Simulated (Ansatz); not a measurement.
Cl₂FHSi···NH₃

The calculation's input:

```
crystal:
  periodic: [false, false, false]
  atoms:
    - {symbol: Si, position_ang: [-0.870620, -0.236633, -0.260266]}
    - {symbol: N, position_ang: [1.035225, 0.196232, 0.388585]}
    - {symbol: Cl, position_ang: [0.046939, -0.543188, -2.122640]}
    - {symbol: Cl, position_ang: [-1.301606, 1.733413, 0.321077]}
    - {symbol: H, position_ang: [-2.239979, -0.573500, -0.701929]}
    - {symbol: H, position_ang: [1.637253, -0.610169, 0.253958]}
    - {symbol: F, position_ang: [-0.744512, -1.379948, 0.874793]}
    - {symbol: H, position_ang: [1.018281, 0.434232, 1.375460]}
    - {symbol: H, position_ang: [1.419020, 0.979562, -0.129036]}
basis:
  gaussian: {orbitals: def2-TZVPP}
hamiltonian: {xc: pbe0, dispersion: d4}
output: {orbitals: {seedname: orbitals}}
```

Launched as:

```sh
ansatz run in.yaml --threads 8 --pin off --events-out ev --progress --plain --max-ram 19148MiB
```

The product side of a reaction path; geometry: PBE0-D4/def2-TZVP; a saddle point, not a minimum.

Level of theory: RKS PBE0-D4/def2-TZVPP (Ansatz 0.2.0).

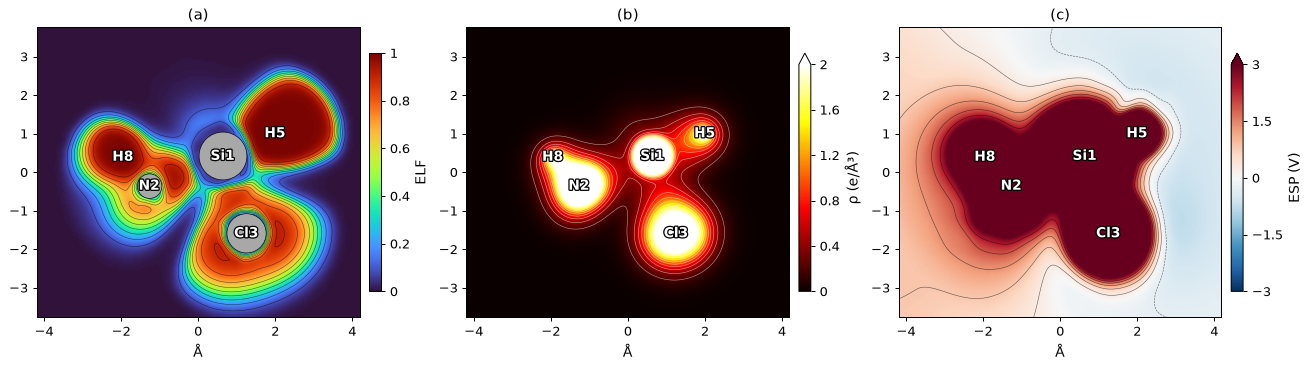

Figure 1. (a) electron localisation function; (b) total electron density; (c) electrostatic potential on the plane of atoms Cl3, Si1 and H5. Grey discs cover the atomic cores in the ELF map.

Question: Interpret the plot.

Answer: The section cuts through Si, N, Cl and H sites. Si1···N2 (2.06 Å): the density falls to about 0.46 e/Å³ on the way; the ELF peaks at about 0.95 between the atoms. Si–Cl (2.10 Å): the density is about 0.85 e/Å³ at the midpoint; the ELF peaks at about 0.85 between the atoms; a polar covalent bond. N–H (1.02 Å): ρ at the midpoint is about 3 e/Å³; the ELF climbs to about 1 towards the hydrogen, as it does in any bond to H; a covalent bond by its length. Si–H (1.48 Å): ρ is about 0.88 e/Å³ halfway; the ELF climbs to about 1 towards the hydrogen. The ELF also peaks beside Cl3, away from the bonds: lone-pair regions. Outside the dense part of the complex the potential is most negative (−0.8 V) near Cl3.

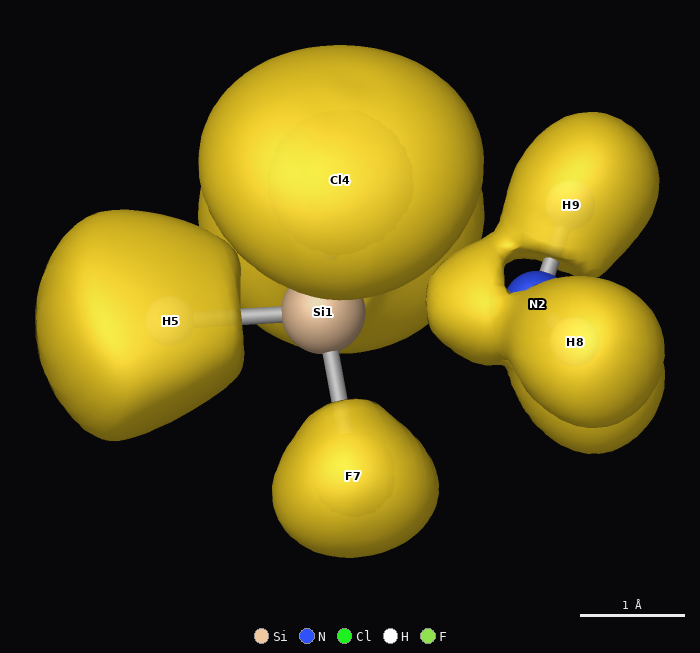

Figure 2. Isosurface of the electron localisation function at 0.75 (yellow), seen from one side. Only the valence region is drawn (cores and ρ < 0.01 e/Å³ removed).

Question: Identify the bonds, lone pairs and shells in this picture.

Answer: The surface consists of one region around a hydrogen nucleus, two regions on Cl in which the atom's valence shell and bonds are merged, one region wrapped around F (its lone pairs, merged into a ring or cap) and one joined region spread over several atoms (H, N), in which their bonds and any lone pairs are merged.


 Si–F (1.62 Å): the ELF peaks at about 0.85 in the valence shell of F, 0.6 Å from its nucleus, and is about 0.55 at the midpoint.

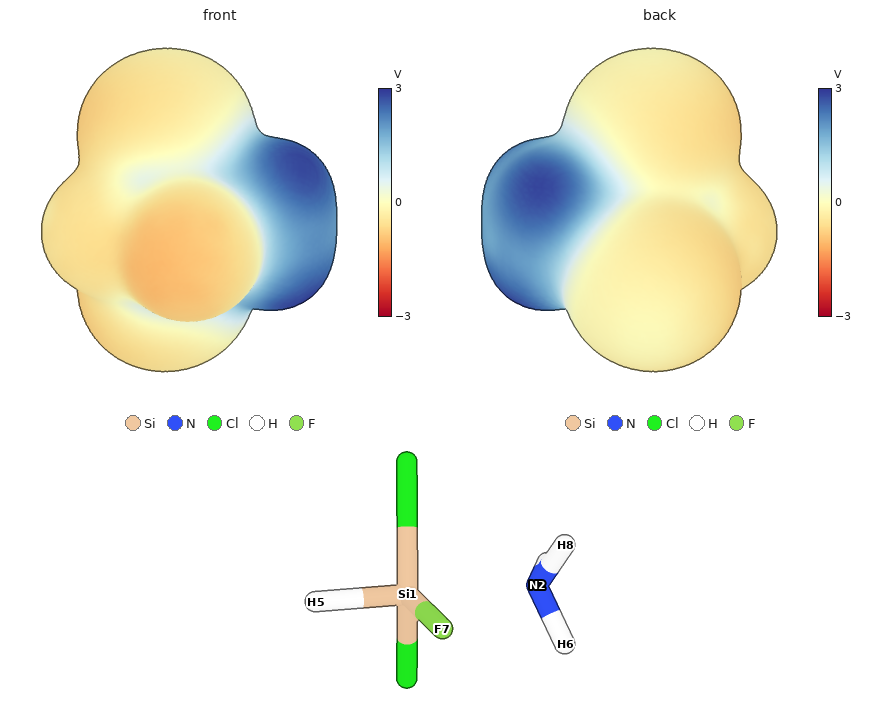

Figure 3. The electrostatic potential painted on the density surface at 0.002 e/bohr³, seen from the front and from behind; red is negative and blue positive. The bare structure is drawn below in the same view.

Question: Which sites attract a positive test charge, and which a negative one?

Answer: A positive charge is drawn to the negative regions and a negative charge to the positive ones. The most negative region (about −1.0 V, or −23 kcal/mol for a unit charge) lies over F7, the most positive (about +2.8 V, or +65 kcal/mol for a unit charge) over H6, H8 and H9.
